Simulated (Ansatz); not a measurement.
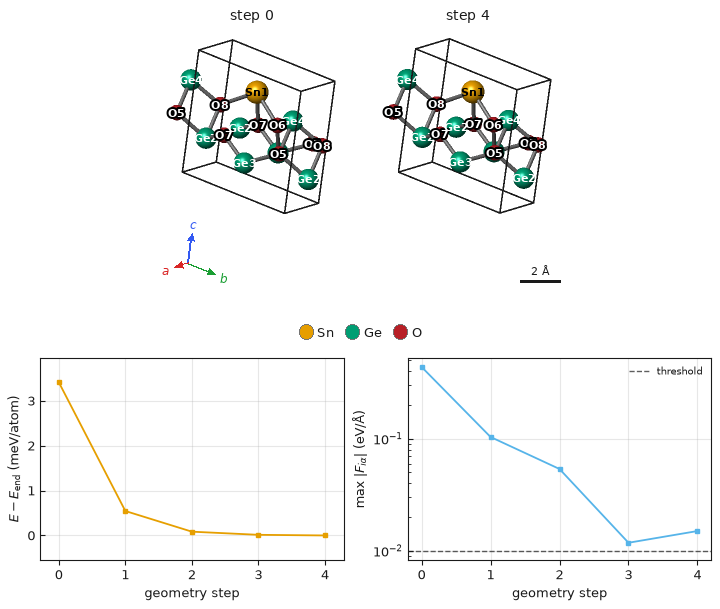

First and last geometry of a relaxation of a crystal of SnGe₃O₄ (a generated structure, set up in P1), with the history of the run. A ball-and-stick model of the cell of the calculation, seen slightly off an axis.

Computed with Ansatz 0.2.0, DFT PBE, scalar-relativistic, plane waves, PAW.

The input:
```yaml
crystal:
  lattice:
    - [5.1269417721, 0.0, 0.0]
    - [-0.1207335384, 5.7227322312, 0.0]
    - [-2.4881095014, -1.9705587476, 5.5758822326]
  atoms:
    - { symbol: Sn, position: [0.407555, 0.413406, 0.745255] }
    - { symbol: Ge, position: [0.69009, 0.083294, 0.280607] }
    - { symbol: Ge, position: [0.090823, 0.589378, 0.281789] }
    - { symbol: Ge, position: [0.808218, 0.905395, 0.708462] }
    - { symbol: O, position: [0.911186, 0.847874, 0.428952] }
    - { symbol: O, position: [0.464193, 0.662933, 0.562072] }
    - { symbol: O, position: [0.011642, 0.34621, 0.420321] }
    - { symbol: O, position: [0.616292, 0.15151, 0.572542] }
basis:
  ecutwfc: 420
kpoints:
  mp_grid: { grid: [6, 6, 6] }
hamiltonian:
  xc: pbe
scf:
  occupations: { method: gaussian, width: 0.02 }
output:
  forces: true
  stress: true
  eigenvalues: true
relax:
  adjacent_minimum: "off"
  f_tol: 0.01
  max_steps: 30
  cell: { stress_tol: 0.1, fix: [volume] }
```

Launched with:
```bash
ansatz run input.yaml --threads 4 --pin off --max-ram 8192MiB --backend cpu --events-out ev --progress --plain --runs-dir out
```

Read the history and describe the run.

Answer. The run was cut off at its time limit before the relaxation converged, so the last structure is only a point on the way. Over 4 geometry steps the energy falls by 3.4 meV per atom. Largest force component: 0.44 eV/Å at the start, 0.015 eV/Å at the end. Pressure: −2.01 GPa at the start and −0.20 GPa at the end. The largest move relative to the cell is that of Sn1, 0.037 Å roughly along [−1 −1 −3]. Largest moves by element: Sn 0.037 Å, Ge 0.031 Å, O 0.015 Å. The drawn cell changes at constant volume: a 5.127 → 5.105 Å (−0.4 %), b 5.724 → 5.676 Å (−0.8 %), c 6.416 → 6.470 Å (+0.8 %), α 107.4° → 107.0°, β 112.8° → 112.6°. Near-neighbour distances that change, for instance: Sn1–O7 2.195 → 2.172 Å, Sn1–O6 2.181 → 2.159 Å, Sn1–O8 2.148 → 2.129 Å, Ge2–O8 1.981 → 1.962 Å. The space group stays P1 (No. 1).

| step | E − E(0), meV/atom | largest force component, eV/Å | pressure, GPa |
| --- | --- | --- | --- |
| 0 | 0.00 | 0.4377 | -2.01 |
| 1 | -2.87 | 0.1037 | -0.69 |
| 2 | -3.33 | 0.0537 | -0.30 |
| 3 | -3.40 | 0.0118 | -0.22 |
| 4 | -3.41 | 0.0150 | -0.20 |

Limits of the set-up: layers or molecules are held without a dispersion correction, so their spacing is unreliable.
